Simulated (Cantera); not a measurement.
Charge: 1 mol Si3N4, 0.037 mol N2O, 180 mol H2, equilibrated at 1.70 bar.

Method: chemical equilibrium by Gibbs-energy minimisation in Cantera with the NASA 1993 tables (ideal gas, pure condensed phases). Candidate condensed phases: H2O, Si, SiO2, Si2N2O, Si3N4; 35 gas species. Mutual solubility and eutectic melting of coexisting phases are not modelled. Gases not in the tables: Si2H6 and higher silanes. The numbers say what is thermodynamically allowed, not how fast it happens.

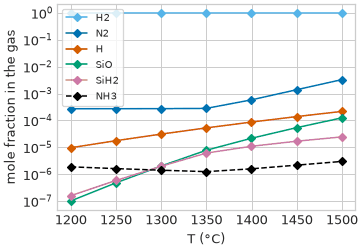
Figure: Equilibrium gas composition (values under 1e-9 drawn at 1e-9)

Problem. Read off the mole fractions at 1250 °C.

Solution. H2 about 1.00, N2 about 0.00027, H about 1.8e-5, NH3 about 1.6e-6, SiH2 about 5.9e-7, SiO about 4.8e-7.
